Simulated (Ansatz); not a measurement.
**GeF2 (SMILES [F][Ge][F]) at B3LYP/6-31G(d) (spherical functions)**

Aim: the electronic atomisation energy of GeF2 at B3LYP/6-31G* (spherical functions), from 3 runs. 

The results are computed with Ansatz 0.2.0.

32 further runs of the same task are left out: 32 set aside as unsound or not needed.

**1. Starting point**

The species is GeF2 (3 atoms), meant as a singlet with charge 0. As SMILES, `[F][Ge][F]`. The coordinates come from a PBE0-D4/def2-TZVP relaxation.

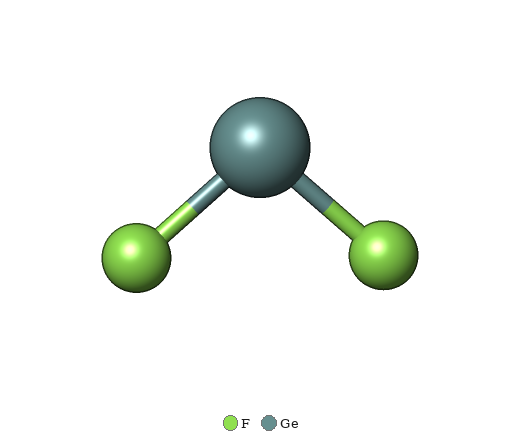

Viewed from a chosen angle; fluorine green, germanium teal.

**2. A single-point energy at B3LYP/6-31G(d) (spherical functions)**

molecule.yaml

```yaml
crystal:
  periodic: [false, false, false]
  atoms:
    - {symbol: F, position_ang: [-0.675900, -1.101800, -0.497500]}
    - {symbol: Ge, position_ang: [0.637500, -0.295200, 0.320200]}
    - {symbol: F, position_ang: [0.027600, 1.332100, 0.164100]}
basis:
  gaussian:
    orbitals: 6-31G_st_-spherical.json
hamiltonian:
  xc: {name: B3LYP}
accuracy: high
output: {orbitals: {seedname: orbitals}}
```

The basis set 6-31G* is read from a file made from the Basis Set Exchange's data (not shown).

Started as:

```
ansatz run molecule.yaml --threads 1 --pin off --max-ram 3480MiB --events-out events.jsonl --progress --plain --runs-dir runs
```

Log:

```text
Warning: RAYON_NUM_THREADS=1 ignored (pool sized by the plan → 1); use --threads N
Functional definition: B3LYP
  name "B3LYP"
  parameter a0 = 0.2
  parameter ax = 0.72
  parameter ac = 0.81
  exchange = (1 - a0 - ax)*slater_x + ax*b88_x + a0*exact_x
  correlation = (1 - ac)*vwn_rpa_c + ac*lyp_c
1140 factors; integrals over basis functions are off by at most 3.9e-9 eV
mean field evaluation 1: about -61943.2712 eV, gradient 4.9e1 eV
mean field evaluation 2: about -61927.4683 eV, gradient 1.1e2 eV
mean field evaluation 4: about -61947.0690 eV, gradient 1.0e0 eV
mean field evaluation 8: about -61947.1187 eV, gradient 2.2e-2 eV
mean field evaluation 16: about -61947.1187 eV, gradient 1.0e-6 eV
mean field -61947.11870414 eV, -2276.5146231120 hartree, gradient 3.4e-8 eV, S^2 0.000000; 0 other end points of the search recorded, 0 dependent functions left out
reference -61947.11873405 eV, -2276.5146242111 hartree; 25, 25 occupied and 35, 35 virtual orbitals, 1140 factors
Total energy: -61947.11873405 eV, -2276.5146242111 hartree
```

It took 2.5 s on 1 thread of Intel Xeon 6975P-C (Granite Rapids), shared host; peak memory 0.17 GiB.

**3. The F atom**

run.yaml

```yaml
crystal:
  periodic: [false, false, false]
  atoms:
    - symbol: F
      position_ang: [0.000000, 0.000000, 0.000000]
basis:
  gaussian:
    orbitals: 6-31G_st_-spherical.json
accuracy: high
magnetization:
  spin_polarized: true
  initial_magnetization: 1
hamiltonian:
  xc: {name: B3LYP}
```

The basis set 6-31G* is read from a file made from the Basis Set Exchange's data (not shown).

Run the same way, it converges to -99.71458 Eh (log not shown).

**4. The Ge atom**

job.yaml

```yaml
basis:
  gaussian: {orbitals: 6-31G_st_-spherical.json}
crystal:
  periodic: [false, false, false]
  atoms:
    - {symbol: Ge, position_ang: [0.000000, 0.000000, 0.000000]}
hamiltonian: {xc: {name: B3LYP}}
accuracy: high
magnetization: {spin_polarized: true, initial_magnetization: 2}
```

The basis set 6-31G* is read from a file made from the Basis Set Exchange's data (not shown).

Run the same way, it converges to -2076.68559 Eh (log not shown).

**5. What came out**

At B3LYP/6-31G* (spherical functions):

| quantity | value |
| --- | --- |
| molecule: total energy | -2276.51462 Eh |
| molecule: HOMO energy | -8.51 eV |
| molecule: LUMO energy | -2.60 eV |
| molecule: HOMO–LUMO gap | 5.91 eV |
| F atom: total energy | -99.71458 Eh |
| F atom: ⟨S²⟩ | 0.751 |
| Ge atom: total energy | -2076.68559 Eh |
| Ge atom: ⟨S²⟩ | 2.002 |
| electronic atomisation energy | 10.881 eV |

Taking the molecule apart into free atoms costs 10.88 eV (1050 kJ/mol), before zero-point energy and without spin-orbit coupling.
